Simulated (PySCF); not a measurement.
```xyz
13

O     0.1753    2.3180   -0.5826
C    -0.3496    1.2695   -0.3308
O    -1.6960    1.0953   -0.3210
C    -2.0014   -0.2421    0.0085
C    -0.6736   -0.8993    0.2088
C     0.3023   -0.0136    0.0097
Si    2.1766   -0.1248    0.0858
H    -2.6195   -0.2591    0.9140
H    -2.5759   -0.6937   -0.8090
H    -0.5887   -1.9370    0.4724
H     2.4909   -1.5126    0.4386
H     2.6471    0.7917    1.1205
H     2.7082    0.2082   -1.2327
```

Geometry: GFN2-xTB.

Computed with PBE0/def2-SVPD, SCF density, gas phase (PySCF).

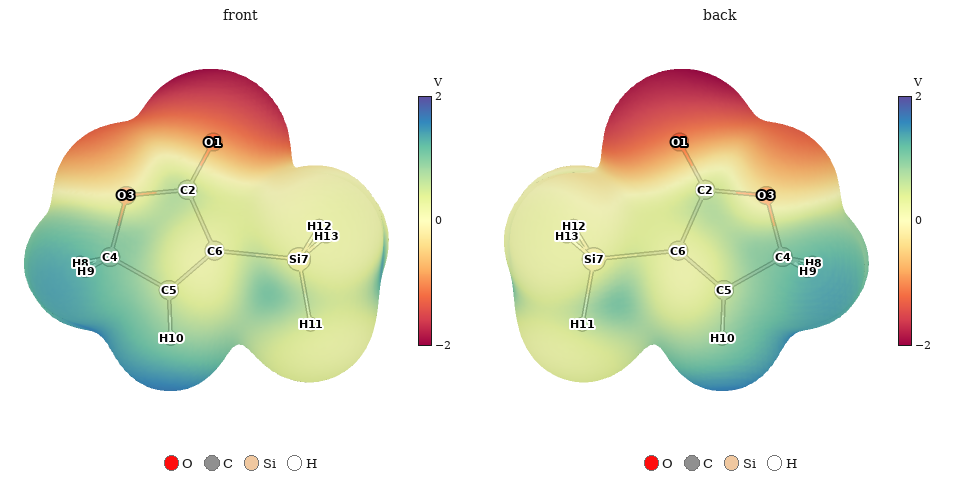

C$_{4}$H$_{6}$O$_{2}$Si (SMILES O=C1OCC=C1[SiH3]). The molecular electrostatic potential painted on the density surface at 0.002 e/bohr³, seen from the front and from behind; red is negative and blue positive.

Q: Which sites attract a positive test charge, and which a negative one?

A: A positive charge is drawn to the negative regions and a negative charge to the positive ones. The most negative region (about −1.9 V) lies over O1, the most positive (about +1.6 V) over C4 and H10. O1 is the likeliest acceptor of a hydrogen bond.
